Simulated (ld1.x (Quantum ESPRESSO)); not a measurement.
# Ga, TM: a sweep of the radius of the model core

One potential is built and tested. Then the radius of the model core is changed, to learn what it costs or gains.

Method: ld1.x (Quantum ESPRESSO) 7.5, PBE, scalar-relativistic.

5 further runs of the same task are left out: 1 that didn't finish, 4 set aside as unsound or not needed.

### Step 1. The atom and the settings

The settings as typed:

| Quantity | Value |
| --- | --- |
| element | gallium (Ga, Z = 31) |
| type | norm-conserving Troullier–Martins (Kleinman–Bylander form) |
| frozen core | [Ar] 3d10 |
| valence charge | 3 |
| reference configuration | 4s2 4p1 |
| partial waves | 4s (bound): rc 1.55 bohr; 4p (bound): rc 1.90 bohr; 4d channel at -0.15 Ry: rc 1.50 bohr |
| local potential | all-electron potential smoothed inside 1.40 bohr (lloc = -2) |
| core correction | a·sin(br)/r model core inside 1.42 bohr |

### Step 2. Generation of the first potential

Input file Ga.in:

```
 &input
   title='Ga', zed=31., rel=1, dft='PBE', iswitch=3,
   config='[Ar] 3d10 4s2 4p1 4d-2',
   nld=3, rlderiv=2.05, eminld=-3.0, emaxld=5.0, deld=0.02
 /
 &inputp
   pseudotype=2, tm=.true., lloc=-2, rcloc=1.40,
   nlcc=.true., rcore=1.42,
   file_pseudopw='Ga.UPF', file_wfcaegen='ae.wfc', file_wfcncgen='nc.wfc', file_beta='beta', file_chi='chi'
 /
3
4S  1  0   2.00   0.00  1.55  1.55  0.0
4P  2  1   1.00   0.00  1.90  1.90  0.0
4D  3  2  -2.00  -0.15  1.50  1.50  0.0
 &test
   configts(1)='4s2 4p1'
 /
```

Launch:

```console
$ ld1.x < Ga.in > Ga.out
```

The output, Ga.out (without the banner and most projector matrices):

```text
     Program LD1 v.7.5
     --------------------------- All-electron run ----------------------------

     Ga
     scalar relativistic calculation

     atomic number is 31.00
     dft =PBE   lsd =0 sic =0 latt =0  beta=0.20 tr2=1.0E-14
     Exchange-correlation= PBE
                           (   1   4   3   4   0   0   0)
     mesh =1205 r(mesh) = 101.09016 a.u. xmin = -7.00 dx = 0.01250
     1 Ry =  13.60569312 eV, c = 137.03599908

     n l     nl                  e(Ry)          e(Ha)          e(eV)
     1 0     1S 1( 2.00)      -751.8885      -375.9443    -10229.9645
     2 0     2S 1( 2.00)       -92.7792       -46.3896     -1262.3250
     2 1     2P 1( 6.00)       -80.7630       -40.3815     -1098.8366
     3 0     3S 1( 2.00)       -10.8870        -5.4435      -148.1258
     3 1     3P 1( 6.00)        -7.2660        -3.6330       -98.8592
     3 2     3D 1(10.00)        -1.4078        -0.7039       -19.1544
     4 0     4S 1( 2.00)        -0.6577        -0.3288        -8.9483
     4 1     4P 1( 1.00)        -0.1896        -0.0948        -2.5791

     final scf error:  1.8E-15 reached in  28 iterations

     Etot =   -3887.879138 Ry,   -1943.939569 Ha,  -52897.290452 eV

     Ekin =    3953.977613 Ry,    1976.988806 Ha,   53796.606017 eV
     Encl =   -9369.232565 Ry,   -4684.616282 Ha, -127474.903073 eV
     Eh   =    1678.315257 Ry,     839.157629 Ha,   22834.642352 eV
     Exc  =    -150.939443 Ry,     -75.469722 Ha,   -2053.635748 eV

     normalization and overlap integrals

     s(1S/1S) =  1.000000  <r> =   0.0486  <r2> =    0.0032  r(max) =   0.0319
     s(2S/2S) =  1.000000  <r> =   0.2178  <r2> =    0.0560  r(max) =   0.1833
     s(2P/2P) =  1.000000  <r> =   0.1907  <r2> =    0.0446  r(max) =   0.1464
     s(3S/3S) =  1.000000  <r> =   0.6518  <r2> =    0.4906  r(max) =   0.5647
     s(3P/3P) =  1.000000  <r> =   0.6791  <r2> =    0.5442  r(max) =   0.5647
     s(3D/3D) =  1.000000  <r> =   0.8106  <r2> =    0.8629  r(max) =   0.5305
     s(4S/4S) =  1.000000  <r> =   2.3423  <r2> =    6.3902  r(max) =   1.8984
     s(4P/4P) =  1.000000  <r> =   3.4262  <r2> =   14.2371  r(max) =   2.5307

     ------------------------ End of All-electron run ------------------------

     --------------------- Generating NC pseudopotential ---------------------

      Generating local potential from pseudized AE potential:
      Matching radius rcloc =   1.4000
      Enforcing V''(0)=0 (lloc=-2)

      Local pseudo, rcloc= 1.406 Estimated cut-off energy=    16.14 Ry

      Computing core charge for nlcc:

       r > 1.42 : true rho core
       r < 1.42 : rho core = a sin(br)/r    a=   4.25  b=   1.86

      Integrated core pseudo-charge :   4.51

      Wfc   4S  rcut= 1.554  Using Troullier-Martins method

      Wfc   4P  rcut= 1.898  Using Troullier-Martins method

      Wfc   4D  rcut= 1.516  Using Troullier-Martins method

     ------------------- End of pseudopotential generation -------------------

     [... the all-electron block is printed once more ...]


     Computing logarithmic derivative in   2.05913
     Computing logarithmic derivative in   2.05913
     Computing the partial wave expansion
     R is outside the sphere for l=    0 j= 0.00
     R is outside the sphere for l=    1 j= 0.00
     R is outside the sphere for l=    2 j= 0.00

     ---------------------- Testing the pseudopotential ----------------------

     Ga
     scalar relativistic calculation

     atomic number is 31.00   valence charge is  3.00
     dft =PBE   lsd =0 sic =0 latt =0  beta=0.20 tr2=1.0E-14
     mesh =1205 r(mesh) = 101.09016 xmin = -7.00 dx = 0.01250

     n l     nl             e AE (Ry)        e PS (Ry)    De AE-PS (Ry)
     1 0     4S   1( 2.00)       -0.65769       -0.65769        0.00000
     2 1     4P   1( 1.00)       -0.18956       -0.18956       -0.00000

     eps = 4.0E-17  iter =  4

     Etot =   -3887.879138 Ry,   -1943.939569 Ha,  -52897.290452 eV
     Etotps =    -9.004805 Ry,      -4.502402 Ha,    -122.516612 eV

     Ekin =       1.445890 Ry,       0.722945 Ha,      19.672336 eV
     Encl =      -8.266774 Ry,      -4.133387 Ha,    -112.475194 eV
     Ehrt =       3.051323 Ry,       1.525661 Ha,      41.515361 eV
     Ecxc =      -6.407257 Ry,      -3.203628 Ha,     -87.175172 eV
     (Ecc =      -4.685857 Ry,      -2.342928 Ha,     -63.754328 eV)
     Epseu=       1.172014 Ry,       0.586007 Ha,      15.946057 eV

     ---------------------- End of pseudopotential test ----------------------
```

Run time: 1 s. Hardware: 1 thread, shared host. (Generation and the later configuration tests together.)

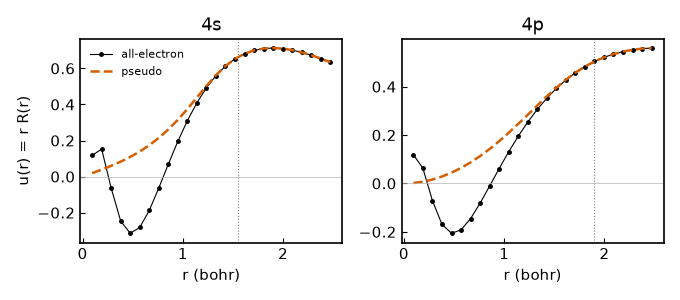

Bound waves of the atom and their pseudo partners (4s, 4p), with the matching radii dotted. The curves join 26 sampled radii, too few to resolve the innermost nodes.

### Step 3. Configuration tests

Input file Ga.test.in:

```
 &input
   title='Ga', zed=31., rel=1, dft='PBE', iswitch=2,
   config='[Ar] 3d10 4s2 4p1 4d-2'
 /
 &test
   file_pseudo='Ga.UPF', nconf=8,
   configts(1)='4s2 4p1',
   configts(2)='4s2 4p0',
   configts(3)='4s1 4p0',
   configts(4)='4s2 4p0.5',
   configts(5)='4s2 4p1.3',
   configts(6)='4s1 4p2',
   configts(7)='4s1 4p1',
   configts(8)='4s0 4p3'
 /
```

Launch:

```console
$ ld1.x < Ga.test.in > Ga.test.out
```

Ga.test.out, the pseudopotential blocks:

```text
     ---------------------- Testing the pseudopotential ----------------------

     Ga
     scalar relativistic calculation

     atomic number is 31.00   valence charge is  3.00
     dft =PBE   lsd =0 sic =0 latt =0  beta=0.20 tr2=1.0E-14
     mesh =1205 r(mesh) = 101.09016 xmin = -7.00 dx = 0.01250

     n l     nl             e AE (Ry)        e PS (Ry)    De AE-PS (Ry)
     1 0     4S   1( 2.00)       -0.65769       -0.65769        0.00000
     2 1     4P   1( 1.00)       -0.18956       -0.18956       -0.00000

     eps = 4.2E-17  iter =  4

     Etot =   -3887.879138 Ry,   -1943.939569 Ha,  -52897.290452 eV
     Etotps =    -9.004805 Ry,      -4.502402 Ha,    -122.516612 eV

     Ekin =       1.445890 Ry,       0.722945 Ha,      19.672336 eV
     Encl =      -8.266774 Ry,      -4.133387 Ha,    -112.475194 eV
     Ehrt =       3.051323 Ry,       1.525661 Ha,      41.515361 eV
     Ecxc =      -6.407257 Ry,      -3.203628 Ha,     -87.175172 eV
     (Ecc =      -4.685857 Ry,      -2.342928 Ha,     -63.754328 eV)
     Epseu=       1.172014 Ry,       0.586007 Ha,      15.946057 eV

     ---------------------- End of pseudopotential test ----------------------

     ---------------------- Testing the pseudopotential ----------------------

     Ga
     [...]
     n l     nl             e AE (Ry)        e PS (Ry)    De AE-PS (Ry)
     1 0     4S   1( 2.00)       -1.20034       -1.20399        0.00365
     2 1     4P   1( 0.00)       -0.66647       -0.66879        0.00231

     eps = 5.9E-16  iter =  7

     Etot =   -3887.461073 Ry,   -1943.730537 Ha,  -52891.602393 eV
     Etotps =    -8.585927 Ry,      -4.292964 Ha,    -116.817492 eV
     dEtot_ae =       0.418065 Ry
     dEtot_ps =       0.418878 Ry,   Delta E=      -0.000813 Ry

     [...]
     ---------------------- End of pseudopotential test ----------------------

     ---------------------- Testing the pseudopotential ----------------------

     Ga
     [...]
     n l     nl             e AE (Ry)        e PS (Ry)    De AE-PS (Ry)
     1 0     4S   1( 1.00)       -1.91606       -1.93776        0.02170  !
     2 1     4P   1( 0.00)       -1.30377       -1.31920        0.01543  !

     eps = 4.4E-15  iter =  5

     Etot =   -3885.908206 Ry,   -1942.954103 Ha,  -52870.474558 eV
     Etotps =    -7.021317 Ry,      -3.510659 Ha,     -95.529887 eV
     dEtot_ae =       1.970932 Ry
     dEtot_ps =       1.983488 Ry,   Delta E=      -0.012556 Ry

     [...]
     ---------------------- End of pseudopotential test ----------------------

     ---------------------- Testing the pseudopotential ----------------------

     Ga
     [...]
     n l     nl             e AE (Ry)        e PS (Ry)    De AE-PS (Ry)
     1 0     4S   1( 2.00)       -0.91338       -0.91443        0.00104
     2 1     4P   1( 0.50)       -0.41320       -0.41377        0.00057

     eps = 8.8E-16  iter =  7

     Etot =   -3887.729917 Ry,   -1943.864958 Ha,  -52895.260192 eV
     Etotps =    -8.855462 Ry,      -4.427731 Ha,    -120.484700 eV
     dEtot_ae =       0.149221 Ry
     dEtot_ps =       0.149343 Ry,   Delta E=      -0.000121 Ry

     [...]
     ---------------------- End of pseudopotential test ----------------------

     ---------------------- Testing the pseudopotential ----------------------

     Ga
     [...]
     n l     nl             e AE (Ry)        e PS (Ry)    De AE-PS (Ry)
     1 0     4S   1( 2.00)       -0.52577       -0.52562       -0.00015
     2 1     4P   1( 1.30)       -0.07511       -0.07507       -0.00004

     eps = 2.0E-15  iter =  9

     Etot =   -3887.918382 Ry,   -1943.959191 Ha,  -52897.824395 eV
     Etotps =    -9.044043 Ry,      -4.522021 Ha,    -123.050469 eV
     dEtot_ae =      -0.039244 Ry
     dEtot_ps =      -0.039238 Ry,   Delta E=      -0.000006 Ry

     [...]
     ---------------------- End of pseudopotential test ----------------------

     ---------------------- Testing the pseudopotential ----------------------

     Ga
     [...]
     n l     nl             e AE (Ry)        e PS (Ry)    De AE-PS (Ry)
     1 0     4S   1( 1.00)       -0.73819       -0.74124        0.00305
     2 1     4P   1( 2.00)       -0.24611       -0.24672        0.00062

     eps = 3.5E-15  iter =  7

     Etot =   -3887.398627 Ry,   -1943.699314 Ha,  -52890.752772 eV
     Etotps =    -8.523035 Ry,      -4.261518 Ha,    -115.961804 eV
     dEtot_ae =       0.480511 Ry
     dEtot_ps =       0.481769 Ry,   Delta E=      -0.001259 Ry

     [...]
     ---------------------- End of pseudopotential test ----------------------

     ---------------------- Testing the pseudopotential ----------------------

     Ga
     [...]
     n l     nl             e AE (Ry)        e PS (Ry)    De AE-PS (Ry)
     1 0     4S   1( 1.00)       -1.28054       -1.28860        0.00806  !
     2 1     4P   1( 1.00)       -0.73071       -0.73504        0.00433

     eps = 5.4E-17  iter =  7

     Etot =   -3886.919219 Ry,   -1943.459609 Ha,  -52884.230082 eV
     Etotps =    -8.041497 Ry,      -4.020749 Ha,    -109.410144 eV
     dEtot_ae =       0.959920 Ry
     dEtot_ps =       0.963308 Ry,   Delta E=      -0.003388 Ry

     [...]
     ---------------------- End of pseudopotential test ----------------------

     ---------------------- Testing the pseudopotential ----------------------

     Ga
     [...]
     n l     nl             e AE (Ry)        e PS (Ry)    De AE-PS (Ry)
     1 0     4S   1( 0.00)       -0.80735       -0.81359        0.00624  !
     2 1     4P   1( 3.00)       -0.29537       -0.29671        0.00134

     eps = 6.6E-15  iter = 10

     Etot =   -3886.896388 Ry,   -1943.448194 Ha,  -52883.919461 eV
     Etotps =    -8.017088 Ry,      -4.008544 Ha,    -109.078044 eV
     dEtot_ae =       0.982750 Ry
     dEtot_ps =       0.987717 Ry,   Delta E=      -0.004967 Ry

     [...]
     ---------------------- End of pseudopotential test ----------------------
```

Excitation and ionisation energies from 4s2 4p1, with the error of the potential.

| valence configuration | charge | ΔE all-electron (eV) | error AE − PS (meV) |
| --- | --- | --- | --- |
| 4s2 4p0 | +1 | 5.688 | -11 |
| 4s1 4p0 | +2 | 26.816 | -171 |
| 4s2 4p0.5 | +0.5 | 2.030 | -1.6 |
| 4s2 4p1.3 | -0.3 | -0.534 | -0.1 |
| 4s1 4p2 | 0 | 6.538 | -17 |
| 4s1 4p1 | +1 | 13.060 | -46 |
| 4s0 4p3 | 0 | 13.371 | -68 |

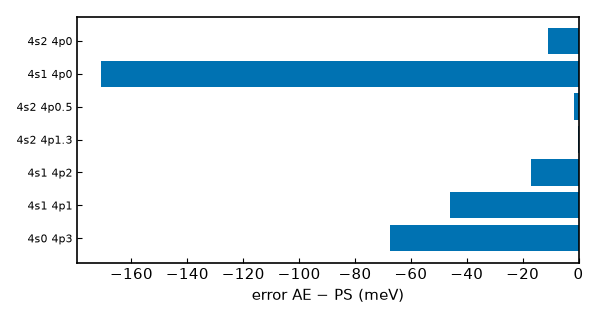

Error of the potential in each test configuration.

### Step 4. Logarithmic derivatives

Taken from the files of the generation run. The phase is arctan(r·u′/u) with u = r·R, unwrapped, with energies in Ry. A pole is an energy at which the radial function vanishes at the test radius. The pseudo phase is shifted by a multiple of π to meet the all-electron one at the reference energy. Levels narrower than the energy grid can be missing from the poles. The last column is the largest difference on the grid between −1 and +1 Ry.

```tsv
channel	radius (bohr)	reference (Ry)	poles AE	poles PS	window around the reference with phases within 0.05 rad (Ry)	largest difference near zero (rad)
s	2.06	-0.66	2.38	1.84, 4.63	below 1.8	0.019
p	2.06	-0.19	3.85	3.19	below 3.1	0.021
d	2.06	-0.15	-1.27	-1.50, 4.60	-1.1 to 1.1	0.025
```

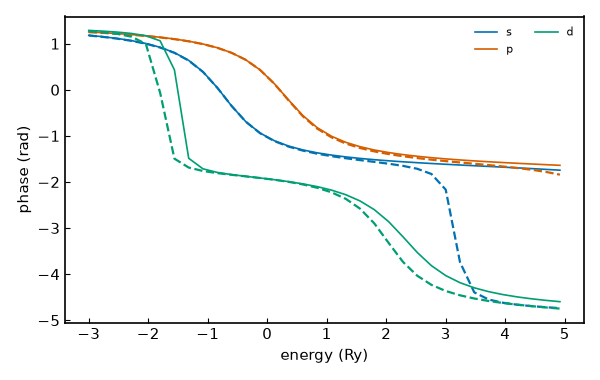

Phases by channel: all-electron solid, pseudo dashed.

### Step 5. Plane-wave convergence, by spherical Bessel functions

A separate test, outside the generator: the pseudo-atom's Hamiltonian at the reference potential is diagonalised in spherical Bessel functions j_l(qr) that vanish at 20 bohr, with q² up to the cutoff.

All-electron valence levels (Ry): 4s -0.6577, 4p -0.1896. The lowest levels of each channel (Ry) by cutoff; the last column sums, over occupied levels, occupation times the distance from the level at 400 Ry. A positive value at high cutoff is not a bound level.

| cutoff (Ry) | s #1 | p #1 | d #1 | f #1 | Σ f·Δε (mRy) |
| --- | --- | --- | --- | --- | --- |
| 8 | -0.6353 | -0.1873 | 0.0468 | 0.1018 | 47.1 |
| 12 | -0.6512 | -0.1886 | 0.0466 | 0.1018 | 13.9 |
| 18 | -0.6529 | -0.1894 | 0.0466 | 0.1018 | 9.6 |
| 30 | -0.6560 | -0.1895 | 0.0466 | 0.1018 | 3.5 |
| 40 | -0.6573 | -0.1895 | 0.0466 | 0.1018 | 0.9 |
| 50 | -0.6573 | -0.1895 | 0.0466 | 0.1018 | 0.8 |
| 400 | -0.6577 | -0.1895 | -1.5182 | 0.1018 | 0.0 |

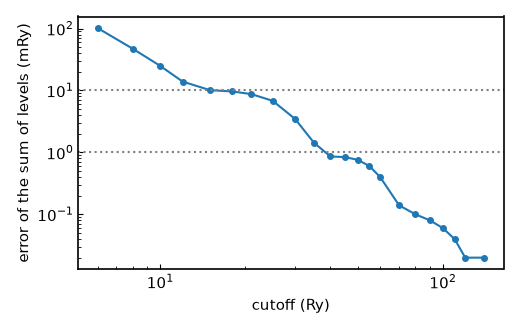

Occupation-weighted error of the valence levels against the cutoff; the dotted lines mark 10 and 1 mRy.

The sum stays within 10 mRy from 18 Ry and within 1 mRy from 40 Ry. The sum leaves out empty levels, which can need more. Ghost test: ghost state, bound below the all-electron valence or empty levels of the same l: d at -20.7 eV.

### Step 6. Variant: radius of the model core (bohr) = 1.62

Ga.in, as its differences from that of step 2:

```diff
@@ -7,3 +7,3 @@
    pseudotype=2, tm=.true., lloc=-2, rcloc=1.40,
-   nlcc=.true., rcore=1.42,
+   nlcc=.true., rcore=1.62,
    file_pseudopw='Ga.UPF', file_wfcaegen='ae.wfc', file_wfcncgen='nc.wfc', file_beta='beta', file_chi='chi'
```

Launch:

```console
$ ld1.x < Ga.in > Ga.out
```

Output in Ga.out (without the banner and most projector matrices):

```text
     Program LD1 v.7.5
     [... all-electron run as in step 2 ...]


     --------------------- Generating NC pseudopotential ---------------------

      Generating local potential from pseudized AE potential:
      Matching radius rcloc =   1.4000
      Enforcing V''(0)=0 (lloc=-2)

      Local pseudo, rcloc= 1.406 Estimated cut-off energy=    16.14 Ry

      Computing core charge for nlcc:

       r > 1.63 : true rho core
       r < 1.63 : rho core = a sin(br)/r    a=   2.13  b=   1.64

      Integrated core pseudo-charge :   2.87

      Wfc   4S  rcut= 1.554  Using Troullier-Martins method

      Wfc   4P  rcut= 1.898  Using Troullier-Martins method

      Wfc   4D  rcut= 1.516  Using Troullier-Martins method

     ------------------- End of pseudopotential generation -------------------

     [... all-electron run as in step 2 ...]


     Computing logarithmic derivative in   2.05913
     Computing logarithmic derivative in   2.05913
     Computing the partial wave expansion
     R is outside the sphere for l=    0 j= 0.00
     R is outside the sphere for l=    1 j= 0.00
     R is outside the sphere for l=    2 j= 0.00

     ---------------------- Testing the pseudopotential ----------------------

     Ga
     scalar relativistic calculation

     atomic number is 31.00   valence charge is  3.00
     dft =PBE   lsd =0 sic =0 latt =0  beta=0.20 tr2=1.0E-14
     mesh =1205 r(mesh) = 101.09016 xmin = -7.00 dx = 0.01250

     n l     nl             e AE (Ry)        e PS (Ry)    De AE-PS (Ry)
     1 0     4S   1( 2.00)       -0.65769       -0.65769        0.00000
     2 1     4P   1( 1.00)       -0.18956       -0.18956       -0.00000

     eps = 4.3E-17  iter =  4

     Etot =   -3887.879138 Ry,   -1943.939569 Ha,  -52897.290452 eV
     Etotps =    -6.666037 Ry,      -3.333018 Ha,     -90.696053 eV

     Ekin =       1.445890 Ry,       0.722945 Ha,      19.672336 eV
     Encl =      -8.305810 Ry,      -4.152905 Ha,    -113.006296 eV
     Ehrt =       3.051323 Ry,       1.525661 Ha,      41.515361 eV
     Ecxc =      -4.029454 Ry,      -2.014727 Ha,     -54.823511 eV
     (Ecc =      -2.350397 Ry,      -1.175198 Ha,     -31.978774 eV)
     Epseu=       1.172014 Ry,       0.586007 Ha,      15.946057 eV

     ---------------------- End of pseudopotential test ----------------------
```

It took 1 s on 1 thread, shared host. This counts the later configuration tests of the new file too.

The new file went through the configuration test as well (its log is not shown).

Excitation and ionisation energies from 4s2 4p1, with the error of the potential.

| valence configuration | charge | ΔE all-electron (eV) | error AE − PS (meV) |
| --- | --- | --- | --- |
| 4s2 4p0 | +1 | 5.688 | -11 |
| 4s1 4p0 | +2 | 26.816 | -167 |
| 4s2 4p0.5 | +0.5 | 2.030 | -1.6 |
| 4s2 4p1.3 | -0.3 | -0.534 | -0.1 |
| 4s1 4p2 | 0 | 6.538 | -17 |
| 4s1 4p1 | +1 | 13.060 | -46 |
| 4s0 4p3 | 0 | 13.371 | -66 |

With this change the loose cutoff stays at 18 Ry, the largest test error goes from -171 to -167 meV and a bound ghost remains (d). The cutoff and ghost tests hold the potential at its reference, so a core or compensation setting can't move them.

### Step 7. Comparison

Cutoffs, loose and tight: the cutoffs (Ry, on a coarse ladder) from which the occupation-weighted sum of valence levels, in a spherical-Bessel basis at the reference potential, stays within 10 and 1 mRy of its value at 400 Ry; empty and scattering waves don't count. The number of plane waves in a given cell goes as the cutoff to the power 3/2; it is given for the loose cutoff, relative to the first potential. Test errors are all-electron less pseudo. The phase difference is the largest within 1 Ry of zero, over the channels with partial waves.

| radius of the model core (bohr) | outcome | cutoff, loose | cutoff, tight | plane waves, relative | bound ghosts | largest test error (meV) | phase difference near zero (rad) |
| --- | --- | --- | --- | --- | --- | --- | --- |
| 1.42 (first) | generated | 18 Ry | 40 Ry | 1.00 | d | -171 | 0.025 |
| 1.62 | generated | 18 Ry | 40 Ry | 1.00 | d | -167 | 0.025 |

In words: The loose cutoff is 18 Ry at 1.42 and 18 Ry at 1.62. The largest test error is 171 meV at 1.42 and 167 meV at 1.62. The cutoffs concern the waves at a fixed potential, which this setting can't move; it bears on the density and its cutoff, which were not tested. Every potential shown has a bound ghost; this setting does not remove it.

The first potential by itself. A bound ghost (d) makes it unfit for use: electrons can fall into a state that the atom doesn't have. The worst unpolarised test, 4s1 4p0, is off by 171 meV on 26.8 eV; by total energies transferability rates as poor. By its cutoff, 18 Ry for the looser tolerance, it is soft on the atom at that tolerance. The slowest occupied level is 4s: taken alone it needs 35 Ry to come within 1 mRy, against 12 Ry for 4p.
